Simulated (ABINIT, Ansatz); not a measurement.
# A GW chain in ABINIT: LiF (Griceite), part 2 of 2

Aim: the G0W0 gap of LiF (Griceite) on PBE, step by step.

ABINIT 10.8.3; PBE and many-body steps on it, plane waves. Known limits of the many-body steps: not at the basis limit.

So far. Step 2 (Ground state): The gap is direct, at Γ. Step 3 (Bands along the symmetry lines): The gap is 9.114 eV, −0.001 eV from the run before at this level.

## (4) Empty states on the mesh, 8×8×8 mesh, 309 bands

Level of this step: DFT, PBE, plane waves, norm-conserving pseudopotentials (ABINIT).

The sums over transitions need many empty states on a uniform mesh; this step solves for them.

File run.abi:

```
acell 3*1.0 Angstrom
rprim 
  -0.000000000000 2.014000000000 2.014000000000
  2.014000000000 -0.000000000000 2.014000000000
  2.014000000000 2.014000000000 -0.000000000000
ntypat 2
znucl 3 9
natom 2
typat 1 2
xred 
  0.000000000000 0.000000000000 0.000000000000
  0.500000000000 0.500000000000 0.500000000000
pp_dirpath "pseudos"
pseudos "Li.upf, F.upf"
ecut 36
ngkpt 8 8 8
nshiftk 1
shiftk 0 0 0
kptopt 1
chksymbreak 0
irdden 1
istwfk *1
nband 309
prtvol 0
optdriver 6
gwr_task "HDIAGO"
paral_kgb 0
occopt 1
indata_prefix "in"
outdata_prefix "out"
tmpdata_prefix "tmp"
```

Command:

```bash
$ OMP_NUM_THREADS=1 mpirun -n 8 abinit run.abi > log
```

Numbers of over 12 decimals in the logs are rounded to 6 here.

The log of the run:

```text
[banner, memory and clock lines left out]
.Version 10.8.3 of ABINIT. v10.8.2 released Aug 2026.

 Symmetries : space group Fm -3 m (#225); Bravais cF (face-center cubic)
[... echo of the input left out ...]
== DATASET  1 ==================================================================
-   mpi_nproc: 8, omp_nthreads: 1 (-1 if OMP is not activated)

--- !DatasetInfo
iteration_state: {dtset: 1, }
dimensions: {natom: 2, nkpt: 29, mband: 309, nsppol: 1, nspinor: 1, nspden: 1, mpw: 1158, }
cutoff_energies: {ecut:  36.0, pawecutdg:  -1.0, }
electrons: {nelect:   1.00000000E+01, charge:   0.00000000E+00, occopt:   1.00000000E+00, tsmear:   1.00000000E-02, }

.Using double precision arithmetic; gwpc =  8

- Reading GS density from: in_DEN

--- Pseudopotential description ------------------------------------------------
- Li Generated using ONCVPSP code by D. R. Hamann
-  3.00000   3.00000  171031                  znucl, zion, pspdat
12 -101130 1 -1 1944                          pspcod,pspxc,lmax,lloc,mmax
     nproj     2     2     0
  pspatm : epsatm=    2.74360059
         --- l  ekb(1:nproj) -->
             0   -4.951544   -1.544797
             1   -2.250661   -0.474685
 pspatm: atomic psp has been read  and splines computed

- F Generated using ONCVPSP code by D. R. Hamann
-  9.00000   7.00000  171031                  znucl, zion, pspdat
12 -101130 2 -1 832                           pspcod,pspxc,lmax,lloc,mmax
     nproj     2     2     1
  pspatm : epsatm=    4.87625608
         --- l  ekb(1:nproj) -->
             0    6.519403    1.070094
             1   -3.955629   -1.291931
             2   -2.441503
 pspatm: atomic psp has been read  and splines computed

   7.61985667E+01                                ecore*ucvol(ha*bohr**3)

 Total charge density [el/Bohr^3]
)     Maximum=    2.7954E+00  at reduced coord.    0.0000    0.0000    0.0000
)     Minimum=    5.6152E-03  at reduced coord.    0.2667    0.2333    0.2333
   Integrated=    1.0000E+01

 === KS gaps after direct diagonalization ===
 Direct band gap semiconductor
 Fundamental gap:     9.115 (eV)
   VBM:    -0.974 (eV) at k: [ 0.0000E+00,  0.0000E+00,  0.0000E+00]
   CBM:     8.141 (eV) at k: [ 0.0000E+00,  0.0000E+00,  0.0000E+00]
 Direct gap:         9.115 (eV) at k: [ 0.0000E+00,  0.0000E+00,  0.0000E+00]

== END DATASET(S) ==============================================================

 -outvars: echo values of variables after computation  --------
           etotal      0.0000000000E+00
            nband         309
             nkpt          29
          spgroup         225
 [... the other variables as echoed above ...]

 Calculation completed.
```

It took 7 s on 8 MPI ranks of AMD EPYC 7B13 (Zen 3), shared host; peak memory 1.1 GiB.

Numbers from this step:

```yaml
gap: 9.115 eV
k_of_the_valence_top: 0, 0, 0
k_of_the_conduction_bottom: 0, 0, 0
least_direct_gap: 9.115 eV
k_points_computed: 29
lowest_point_of_the_top_converged_band_above_the_valence_top: 384.5253 eV
```

On this mesh the gap is 9.115 eV.

## (5) Screening, 8×8×8 mesh, 301 bands, screening to 435.4 eV

The RPA dielectric matrix is built and inverted for each q.

This step: RPA screening on PBE, plane waves, norm-conserving pseudopotentials.

Changes to run.abi since step 4:

```diff
@@ -20,10 +20,11 @@
 chksymbreak 0
-irdden 1
 istwfk *1
-nband 309
-prtvol 0
-optdriver 6
-gwr_task "HDIAGO"
-paral_kgb 0
 occopt 1
+irdwfk 1
+optdriver 3
+nband 301
+ecuteps 16
+inclvkb 2
+awtr 1
+symchi 1
 indata_prefix "in"
```

The log of the run:

```text
.Version 10.8.3 of ABINIT. v10.8.2 released Aug 2026.

 Symmetries : space group Fm -3 m (#225); Bravais cF (face-center cubic)
[... echo of the input left out ...]
== DATASET  1 ==================================================================
-   mpi_nproc: 8, omp_nthreads: 1 (-1 if OMP is not activated)

--- !DatasetInfo
iteration_state: {dtset: 1, }
dimensions: {natom: 2, nkpt: 29, mband: 301, nsppol: 1, nspinor: 1, nspden: 1, mpw: 1158, }
cutoff_energies: {ecut:  36.0, pawecutdg:  -1.0, }
electrons: {nelect:   1.00000000E+01, charge:   0.00000000E+00, occopt:   1.00000000E+00, tsmear:   1.00000000E-02, }

 SCREENING: Calculation of the susceptibility and dielectric matrices

 Based on a program developped by R.W. Godby, V. Olevano, G. Onida, and L. Reining.
 Incorporated in ABINIT by V. Olevano, G.-M. Rignanese, and M. Torrent.
.Using double precision arithmetic ; gwpc =  8

[... cell and pseudopotentials left out ...]
--------------------------------------------------------------------------------

 ==== K-mesh for the wavefunctions ====
 Number of points in the irreducible wedge :    29
[... list of points left out ...]
 Together with 48 symmetry operations and time-reversal symmetry
 yields   512 points in the full Brillouin Zone.

 ==== Q-mesh for the screening function ====
 Number of points in the irreducible wedge :    29
[... list of points left out ...]
 Together with 48 symmetry operations and time-reversal symmetry
 yields   512 points in the full Brillouin Zone.

 setmesh: FFT mesh size selected  =    24x   24x   24
          total number of points  =        13824

 vcoul_init : cutoff-mode = AUXILIARY_FUNCTION
 q-points for optical limit:   1
     1)      0.000010    0.000020    0.000030

- screening: taking advantage of time-reversal symmetry
- Maximum band index for partially occupied states nbvw = 5
- Remaining bands to be divided among processors   nbcw = 296
- Number of bands treated by each node ~37

 Number of electrons calculated from density =   10.0000; Expected =   10.0000
 average of density, n =  0.090697
 r_s =    1.3807
 omega_plasma =   29.0505 [eV]

 calculating chi0 at frequencies [eV] :
  1    0.000000E+00    0.000000E+00
  2    0.000000E+00    2.905047E+01

--------------------------------------------------------------------------------
  q-point number  1        q = ( 0.000000, 0.000000, 0.000000) [r.l.u.]
--------------------------------------------------------------------------------
[... chi0 elements left out ...]
 For q-point:  0.000010 0.000020 0.000030
  dielectric constant =   1.9636
  dielectric constant without local fields =   2.0790

  Average fulfillment of the sum rule on Im[epsilon] for q-point    1 :     99.22  [%]
[... wings left out ...]
  q-point number  2        q = ( 0.125000, 0.000000, 0.000000) [r.l.u.]
--------------------------------------------------------------------------------
[... chi0 elements left out ...]
  Average fulfillment of the sum rule on Im[epsilon] for q-point    2 :    103.78  [%]

 [... 27 further q-points ...]
```

The job ended after 6.6 min (8 MPI ranks; peak memory 4.4 GiB).

Numbers from this step:

```
ε∞ with local fields, on this mesh, along the program's q direction : 1.964
the same without local fields                                       : 2.079
plasma frequency                                                    : 29.05 eV
plane waves in the screening matrix                                 : 331
```

Local fields lower ε∞ by 6 %.

## (6) Self-energy, 8×8×8 mesh, 301 bands, screening to 435.4 eV

The self-energy is evaluated for the states that the input lists, and the levels follow from it, in one-shot runs by the linearised quasiparticle equation.

This step: G0W0 on PBE, plane waves, norm-conserving pseudopotentials.

Changes to run.abi since step 5:

```diff
@@ -23,8 +23,15 @@
 irdwfk 1
-optdriver 3
+optdriver 4
 nband 301
+gwcalctyp 0
+ecutsigx 36
+symsigma 1
+nkptgw 1
+kptgw 
+  0.0000000000 0.0000000000 0.0000000000
+bdgw 
+  3 9
 ecuteps 16
-inclvkb 2
-awtr 1
-symchi 1
+irdscr 1
+ppmodel 1
 indata_prefix "in"
```

The log of the run:

```text
.Version 10.8.3 of ABINIT. v10.8.2 released Aug 2026.

 Symmetries : space group Fm -3 m (#225); Bravais cF (face-center cubic)
[... echo of the input left out ...]
== DATASET  1 ==================================================================
-   mpi_nproc: 8, omp_nthreads: 1 (-1 if OMP is not activated)

--- !DatasetInfo
iteration_state: {dtset: 1, }
dimensions: {natom: 2, nkpt: 29, mband: 301, nsppol: 1, nspinor: 1, nspden: 1, mpw: 1158, }
cutoff_energies: {ecut:  36.0, pawecutdg:  -1.0, }
electrons: {nelect:   1.00000000E+01, charge:   0.00000000E+00, occopt:   1.00000000E+00, tsmear:   1.00000000E-02, }

 SIGMA: Calculation of the GW corrections

 Based on a program developped by R.W. Godby, V. Olevano, G. Onida, and L. Reining.
 Incorporated in ABINIT by V. Olevano, G.-M. Rignanese, and M. Torrent.
.Using double precision arithmetic ; gwpc =  8

[... cell and pseudopotentials left out ...]
--------------------------------------------------------------------------------

 ==== K-mesh for the wavefunctions ====
 Number of points in the irreducible wedge :    29
[... list of points left out ...]
 Together with 48 symmetry operations and time-reversal symmetry
 yields   512 points in the full Brillouin Zone.

 ==== Q-mesh for screening function ====
 Number of points in the irreducible wedge :    29
[... list of points left out ...]
 Together with 48 symmetry operations and time-reversal symmetry
 yields   512 points in the full Brillouin Zone.

 vcoul_init : cutoff-mode = AUXILIARY_FUNCTION
 q-points for optical limit:   1
     1)      0.000010    0.000020    0.000030
 setmesh: FFT mesh size selected  =    30x   30x   30
          total number of points  =        27000

 Number of electrons calculated from density =   10.0000; Expected =   10.0000
 average of density, n =  0.090697
 r_s =    1.3807
 omega_plasma =   29.0505 [eV]

 === KS Band Gaps ===
  >>>> For spin  1
   Minimum direct gap =   9.1146 [eV], located at k-point      :   0.0000  0.0000  0.0000
   Fundamental gap    =   9.1146 [eV], Top of valence bands at :   0.0000  0.0000  0.0000
                                       Bottom of conduction at :   0.0000  0.0000  0.0000
 SIGMA fundamental parameters:
 PLASMON POLE MODEL  1
 number of plane-waves for SigmaX                 1139
 number of plane-waves for SigmaC and W            331
 number of plane-waves for wavefunctions          1139
 number of bands                                   301
 number of independent spin polarizations            1
 number of spinorial components                      1
 number of k-points in IBZ                          29
 number of q-points in IBZ                          29
 number of symmetry operations                      48
 number of k-points in BZ                          512
 number of q-points in BZ                          512
 number of frequencies for dSigma/dE                 9
 frequency step for dSigma/dE [eV]                0.25
 number of omega for Sigma on real axis              0
 max omega for Sigma on real axis  [eV]           0.00
 zcut for avoiding poles [eV]                     0.10

 EPSILON^-1 parameters (SCR file):
 dimension of the eps^-1 matrix on file            331
 dimension of the eps^-1 matrix used               331
 number of plane-waves for wavefunctions          1139
 number of bands                                   301
 number of q-points in IBZ                          29
 number of frequencies                               2
 number of real frequencies                          1
 number of imag frequencies                          1

 matrix elements of self-energy operator (all in [eV])

 Perturbative Calculation

--- !SelfEnergy_ee
iteration_state: {dtset: 1, }
kpoint     : [   0.000,    0.000,    0.000, ]
spin       : 1
KS_gap     :    9.115
QP_gap     :   13.542
Delta_QP_KS:    4.428
data: !SigmaeeData |
     Band     E0 <VxcDFT>   SigX SigC(E0)      Z dSigC/dE  Sig(E)    E-E0       E
        3  -0.974 -23.053 -30.736   4.144   0.824  -0.213 -25.970  -2.916  -3.890
        4  -0.974 -23.053 -30.736   4.144   0.824  -0.213 -25.970  -2.916  -3.890
        5  -0.974 -23.053 -30.736   4.144   0.824  -0.213 -25.970  -2.916  -3.890
        6   8.141 -11.451  -6.603  -3.149   0.890  -0.124  -9.939   1.511   9.652
        7  23.017 -10.011  -3.078  -4.184   0.878  -0.139  -7.597   2.414  25.431
        8  23.017 -10.011  -3.078  -4.184   0.878  -0.139  -7.597   2.414  25.431
        9  23.017 -10.011  -3.078  -4.184   0.878  -0.139  -7.597   2.414  25.431

== END DATASET(S) ==============================================================
================================================================================

 -outvars: echo values of variables after computation  --------
           etotal      0.0000000000E+00
            nband         301
             nkpt          29
          spgroup         225
 [... the other variables as echoed above ...]

 Calculation completed.
```

The job ended after 41 s (8 MPI ranks; peak memory 4.2 GiB; 5.5 min of CPU time).

This step gave:

```
G0W0 gap on the points computed              : 13.54 eV
starting gap on the mesh                     : 9.115 eV
k of the valence top                         : 0, 0, 0
k of the conduction bottom                   : 0, 0, 0
Z at the valence top                         : 0.824
Z at the conduction bottom                   : 0.89
least direct G0W0 gap on the computed points : 13.54 eV
```

The gap on the mesh goes from 9.11 eV to 13.54 eV, a correction of +4.43 eV.

Limits: finite bands, cutoff and mesh. v1 is the top filled band, c1 the lowest empty one. The levels before and after the correction (eV, zero at the valence-band top of each column):

|  | conduction bottom | valence top |
| --- | --- | --- |
| Kohn-Sham | 9.11 | 0.00 |
| G0W0 | 13.54 | 0.00 |

|  | level | energy (eV) |
| --- | --- | --- |
| Kohn-Sham | Γ v3-v1 | 0.000 |
| Kohn-Sham | Γ c1 | 9.115 |
| Kohn-Sham | Γ c2-c4 | 23.991 |
| G0W0 | Γ v3-v1 | 0.000 |
| G0W0 | Γ c1 | 13.542 |
| G0W0 | Γ c2-c4 | 29.321 |

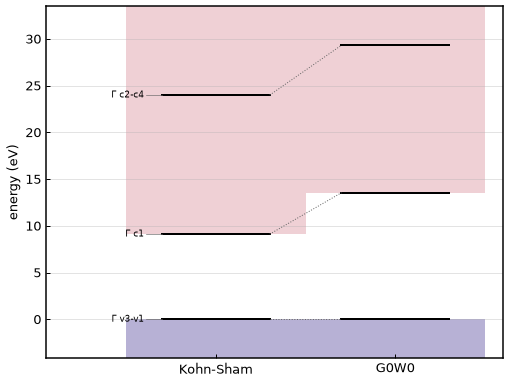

Levels before and after the correction. Shaded: valence and conduction bands.

## (7) Where the time went

Times are wall times on 8 MPI ranks of AMD EPYC 7B13 (Zen 3), shared host, good to a factor of about two.

| step | time | share | memory (GiB) |
| --- | --- | --- | --- |
| ground state | 3.5 s | 1 % | 0.54 |
| bands along the symmetry lines | 2.8 s | 1 % | 0.07 |
| empty states on the mesh | 7 s | 2 % | 1.1 |
| screening | 6.6 min | 88 % | 4.4 |
| self-energy | 41 s | 9 % | 4.2 |

## (8) Outcome

```json
{
  "PBE gap": "9.11 eV, indirect (only 1 meV under the direct gap)",
  "G0W0 gap on the mesh": "13.54 eV",
  "GW settings": "8×8×8 mesh, 301 bands, screening to 435.4 eV, Godby-Needs plasmon pole",
  "known limits": "not at the basis limit"
}
```

**Reading.** G0W0 moves the gap on the mesh from 9.11 eV to 13.54 eV (+4.43 eV), with Z of 0.82 and 0.89 at the edges. Local fields lower the RPA ε∞ on this mesh from 2.08 to 1.96. Only 1 of the mesh's irreducible points was corrected, so a valley elsewhere could overtake. The dearest step here is «screening». Bands and cutoff are finite, so the gap is not at the basis limit. The miss can reach some tenths of an eV and take either sign; the mesh is an error of its own. In the G0W0 run levels were corrected at 1 k point alone, so a gap called «on the mesh» is the least over those, and an edge elsewhere would be missed.

[Paths, hosts, dates, memory and timing lines, banners, echoed tables and standing remarks are left out of the program output.]

[Logs are printed without paths, hosts, clocks, repeated set-up lines and the standing remarks that a program may print on its own settings, such as how far it seeks lower states.]

[Runs of the session that timed out or met a known fault of the program may be left out.]

[Hosts, paths, dates, database ids (printed as entryN), source tags and the programs' standing remarks are cut or masked in the printed files.]

[G0W0 gaps are taken among the corrected bands and points alone; a level outside them can change the order at an edge.]

[Where Ansatz stands beside ABINIT at settings called matched, ABINIT's density can come from a denser mesh and the files from another edition; pairs whose starting gaps differed by over 0.03 eV were left out, so agreement reads better than it is.]
